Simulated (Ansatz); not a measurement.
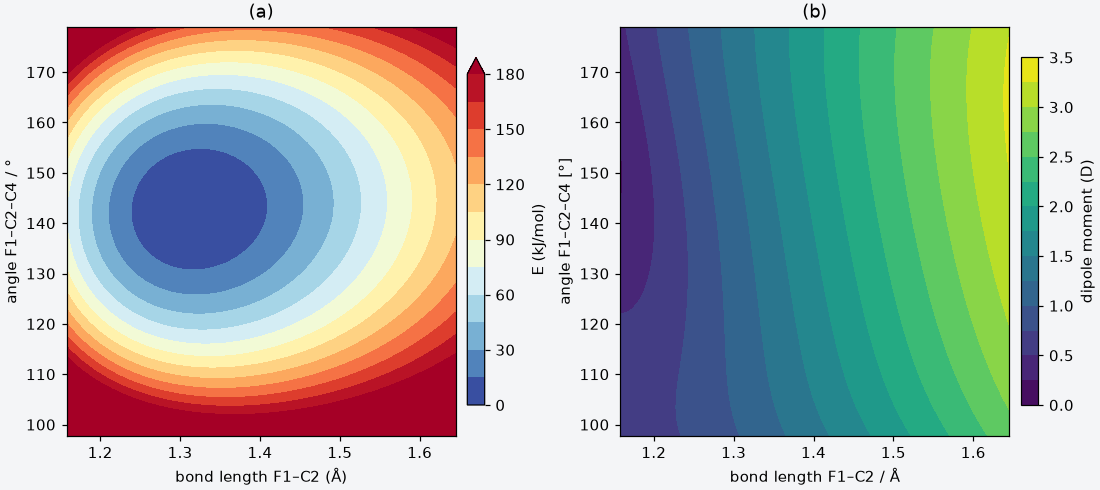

C3H3F, SMILES FC1=CC1. The first coordinate is: bond length F1–C2; the second: angle F1–C2–C4. Nothing is relaxed (all other coordinates rigid). The grid has 11 × 11 points. All energies are given in kJ/mol relative to the relaxed molecule at the same level. The restricted reference is unstable at some or all points, so the energies there are unreliable. The calculation used RHF-MP2, frozen core/def2-TZVP in Ansatz.

Panel (a) is the energy; panel (b) is the computed dipole moment, in D.

In the figure: filled contours, one colour for all values above the top of the scale. Between grid points the surface is interpolated.

### How does the dipole moment vary over the map, and what is it at the lowest grid point?

Leaving out the highest fifth of the energies, it runs from 0.23 D at bond length F1–C2 = 1.158 Å, angle F1–C2–C4 = 146.5° to 3.29 D at bond length F1–C2 = 1.645 Å, angle F1–C2–C4 = 162.8°. At the lowest grid point, bond length F1–C2 = 1.304 Å, angle F1–C2–C4 = 146.5°, it is 1.19 D.

| angle F1–C2–C4 ↓, bond length F1–C2 → | 1.158 | 1.207 | 1.256 | 1.304 | 1.353 | 1.402 | 1.450 | 1.499 | 1.548 | 1.596 | 1.645 |
| --- | --- | --- | --- | --- | --- | --- | --- | --- | --- | --- | --- |
| 179.0 | 0.46 | 0.77 | 1.08 | 1.37 | 1.65 | 1.93 | 2.20 | 2.47 | 2.73 | 2.99 | 3.24 |
| 170.9 | 0.39 | 0.72 | 1.04 | 1.34 | 1.64 | 1.93 | 2.21 | 2.49 | 2.76 | 3.02 | 3.28 |
| 162.8 | 0.31 | 0.65 | 0.99 | 1.30 | 1.60 | 1.90 | 2.19 | 2.47 | 2.75 | 3.02 | 3.29 |
| 154.6 | 0.24 | 0.59 | 0.93 | 1.24 | 1.56 | 1.86 | 2.15 | 2.44 | 2.72 | 3.00 | 3.27 |
| 146.5 | 0.23 | 0.55 | 0.88 | 1.19 | 1.51 | 1.81 | 2.10 | 2.39 | 2.68 | 2.96 | 3.23 |
| 138.4 | 0.29 | 0.53 | 0.84 | 1.15 | 1.46 | 1.76 | 2.05 | 2.34 | 2.62 | 2.90 | 3.18 |
| 130.3 | 0.39 | 0.55 | 0.83 | 1.11 | 1.41 | 1.70 | 1.99 | 2.27 | 2.56 | 2.83 | 3.11 |
| 122.2 | 0.50 | 0.60 | 0.83 | 1.09 | 1.37 | 1.65 | 1.92 | 2.20 | 2.48 | 2.75 | 3.03 |
| 114.0 | 0.60 | 0.65 | 0.84 | 1.07 | 1.33 | 1.59 | 1.85 | 2.12 | 2.39 | 2.66 | 2.93 |
| 105.9 | 0.68 | 0.70 | 0.84 | 1.04 | 1.27 | 1.52 | 1.76 | 2.02 | 2.28 | 2.54 | 2.80 |
| 97.8 | 0.71 | 0.70 | 0.81 | 0.99 | 1.19 | 1.42 | 1.64 | 1.88 | 2.13 | 2.38 | 2.65 |
